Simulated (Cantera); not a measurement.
A closed system holds: 1 mol SiH₂Cl₂, 0.29 mol NH₃, 2.2 mol H₂, held at 0.135 Torr.

Method: chemical equilibrium by Gibbs-energy minimisation in Cantera with the NASA 1993 tables (ideal gas, pure condensed phases). Candidate condensed phases: NH₄Cl, Si, Si₃N₄; 28 gas species. The tables' values for SiCl, SiCl₃, SiN are old estimates; treat these amounts as uncertain. Gases not in the tables: Si₂H₆ and higher silanes. The numbers say what is thermodynamically allowed, not how fast it happens.

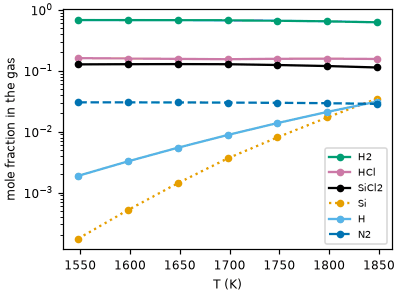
Fig. 1. Equilibrium gas composition (values under 1e-9 drawn at 1e-9)

Q: Read off the mole fractions at 1598 K.

A: H₂ about 0.68, HCl about 0.16, SiCl₂ about 0.13, N₂ about 0.030, H about 0.0033, Si about 0.00052.
